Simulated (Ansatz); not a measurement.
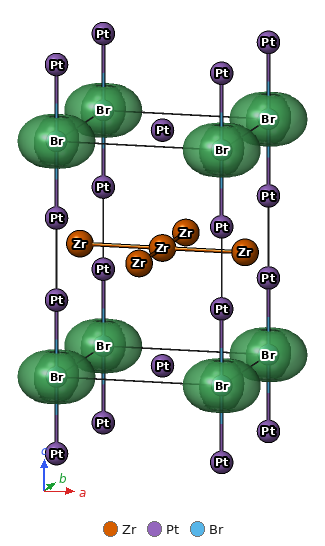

*Zr3Pt3Br. Isosurface of the ELF at 0.8 (green), seen slightly off an axis. Only the valence region is drawn (cores and ρ < 0.01 e/Å³ removed). Sticks mark near contacts.*

Space group P4/mmm; a structure generated by program, which may or may not match a known phase; spin-polarised.

Computed with Ansatz 0.2.0, DFT PBE, scalar-relativistic, plane waves, PAW.

Core electrons are frozen (PAW), and the valence fields are smoothed inside the atomic spheres.

> Describe the localisation domains.

The surface consists of one region wrapped around Br (its valence shell), counted in one cell of 7 atoms. Any copies at cell faces, edges or corners count once.

Values along the shortest contacts:
Pt–Br (2.36 Å): the ELF is about 0.35 at the midpoint. Zr–Zr (2.60 Å): the ELF is about 0.25 at the midpoint (no localised pair shows between them).
